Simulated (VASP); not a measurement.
Band structure of CdF2 (fluorite). All values below come from revPBE GGA, VASP's PBE PAW potentials (set 64) (plane waves; VASP 6.6.1).

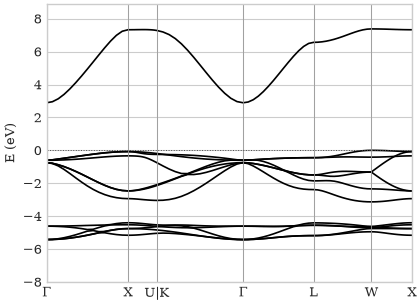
*Bands along high-symmetry lines, zero at the valence-band maximum or, without a gap, the Fermi level*

### Question
Read the plot: is there a gap, and where are the band edges?

### Answer
The gap is indirect, 2.89 eV, from the valence maximum at W to the conduction minimum at Γ. (Edges off the drawn lines would not show.)

Measured: gap 7.80 eV (computed value off by -4.91 eV), as given by Giancarlo Cappellini et al., Physical Review B (2013), arXiv:1302.2571.

The compound is CdF2 in the fluorite structure. It was relaxed first, which changed the volume by +10 %.
